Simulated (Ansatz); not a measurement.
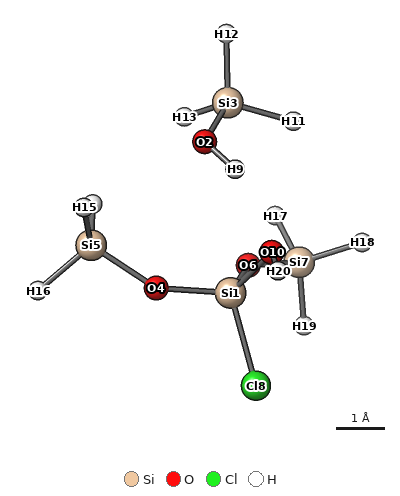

**Figure 1.** The input geometry (ball-and-stick view, seen at a tilt; atoms are numbered from 1 in the order of the input). Bond lengths as drawn: Cl–Si 2.04 Å, H–O 0.96 to 0.97 Å, H–Si 1.48 to 1.49 Å and O–Si 1.60 to 1.65 Å.

## Single-point calculation, with input and output: Si4H11ClO4

System: Si4H11ClO4.
Method: RKS PBE0-D4/def2-TZVPP (Ansatz 0.2.0).

The geometry is the product side of a reaction. The reaction was set up to form Si1–O10 and O2–H9 and to break Si1–O2 and H9–O10 (atoms counted from 1 in the order of the input); sticks are drawn by distance alone. The geometry comes from this level: PBE0-D4/def2-TZVP.

### Input
```yaml
crystal:
  periodic: [false, false, false]
  atoms:
    - {symbol: Si, position_ang: [0.735786, -1.330594, 0.662918]}
    - {symbol: O, position_ang: [0.918170, 1.738965, -0.454060]}
    - {symbol: Si, position_ang: [-0.306132, 2.010099, -1.520223]}
    - {symbol: O, position_ang: [0.646564, -0.422395, 1.975755]}
    - {symbol: Si, position_ang: [0.220058, 1.022459, 2.646850]}
    - {symbol: O, position_ang: [-0.611108, -1.223830, -0.201002]}
    - {symbol: Si, position_ang: [-1.584739, -1.882628, -1.352082]}
    - {symbol: Cl, position_ang: [1.073117, -3.254245, 1.251585]}
    - {symbol: H, position_ang: [1.495764, 0.983003, -0.620615]}
    - {symbol: O, position_ang: [1.965045, -0.870351, -0.322146]}
    - {symbol: H, position_ang: [-0.359223, 0.933008, -2.547889]}
    - {symbol: H, position_ang: [-0.105859, 3.314593, -2.203193]}
    - {symbol: H, position_ang: [-1.597436, 2.050207, -0.788350]}
    - {symbol: H, position_ang: [-0.969528, 1.581218, 1.963298]}
    - {symbol: H, position_ang: [1.363134, 1.960901, 2.579013]}
    - {symbol: H, position_ang: [-0.108999, 0.745154, 4.067133]}
    - {symbol: H, position_ang: [-2.686376, -0.926109, -1.603850]}
    - {symbol: H, position_ang: [-0.811576, -2.113020, -2.596732]}
    - {symbol: H, position_ang: [-2.128358, -3.169954, -0.854433]}
    - {symbol: H, position_ang: [2.851495, -1.146381, -0.081976]}
basis:
  gaussian: {orbitals: def2-TZVPP}
hamiltonian: {xc: pbe0, dispersion: d4}
output: {orbitals: {seedname: orbitals}}
```

Machine: 4 CPU threads, shared host.

Run as:
```bash
ansatz run in.yaml --threads 4 --pin off --events-out ev --progress --plain --max-ram 66560MiB --backend cuda --devices 0, --max-vram 37GiB
```

### Output
```
Functional definition: PBE0
  name "PBE0"
  cite "Adamo & Barone, J. Chem. Phys. 110, 6158 (1999) doi:10.1063/1.478522"
  cite "Perdew, Burke & Ernzerhof, Phys. Rev. Lett. 77, 3865 (1996) doi:10.1103/PhysRevLett.77.3865"
  parent pbe
  parameter a = 0.25
  parameter kappa = 0.804
  parameter beta = 0.06672455060314922
  exchange = (1 - a)*pbe_x(kappa = kappa, mu = beta*pi^2/3) + a*exact_x
  correlation = pbe_c(beta = beta)
2742 factors; their error is unknown
mean field evaluation 1: about -52373.8322 eV, gradient 9.7e1 eV
mean field evaluation 2: about -52349.8321 eV, gradient 1.5e2 eV
mean field evaluation 4: about -52388.1005 eV, gradient 6.6e0 eV
mean field evaluation 8: about -52388.1687 eV, gradient 3.9e-1 eV
mean field evaluation 16: about -52388.2860 eV, gradient 2.5e-4 eV
mean field -52388.28599255 eV, -1925.2340001706 hartree, gradient 3.8e-5 eV, S^2 0.000000; 0 other end points of the search recorded, 0 dependent functions left out
reference -52388.28604077 eV, -1925.2340019425 hartree; 58, 58 occupied and 430, 430 virtual orbitals, 2742 factors
Total energy: -52388.89157210 eV, -1925.2562548086 hartree
```

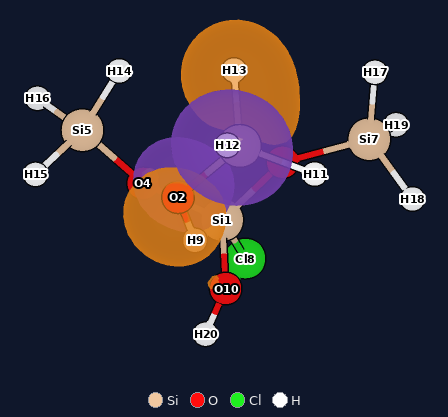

**Figure 2.** One frontier orbital at ±0.1 Å⁻³ᐟ² (orange and purple are the two phases), seen from the side. The HOMO, at −8.59 eV. It lies mainly on O2 (40 %), Si3 (25 %), H12 (20 %) and H13 (15 %).

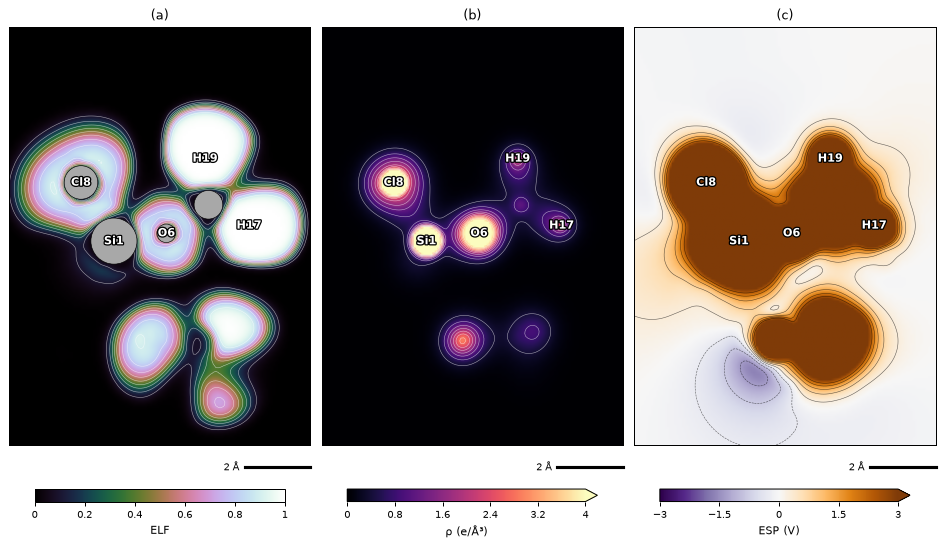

**Figure 3.** (a) ELF; (b) total electron density; (c) molecular electrostatic potential on the plane of atoms O6, Si1 and Cl8. Grey discs, where drawn, cover atomic cores.

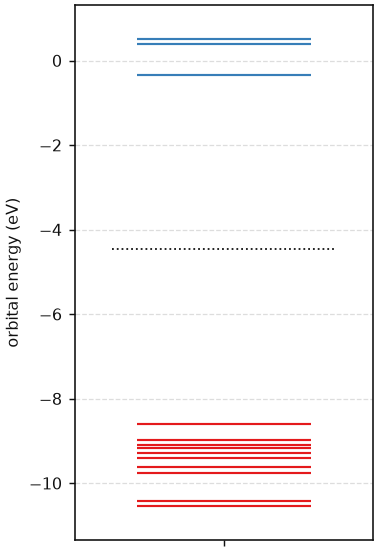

**Figure 4.** Orbital energies near the frontier; the dotted line parts filled from empty levels, and levels within 0.02 eV of each other stand side by side. Highest filled −8.59 eV, lowest empty −0.33 eV, 8.26 eV apart.

### Key numbers

```csv
quantity,value
outcome,converged
total energy,−52388.8916 eV
mean-field energy,−52388.2860 eV
dispersion energy,−0.6055 eV
SCF solution under orbital rotations,stable
HOMO,−8.59 eV
LUMO,−0.33 eV
wall time,13 s (CPU time 7.7 s; the host was busy)
peak memory,1.3 GiB
```
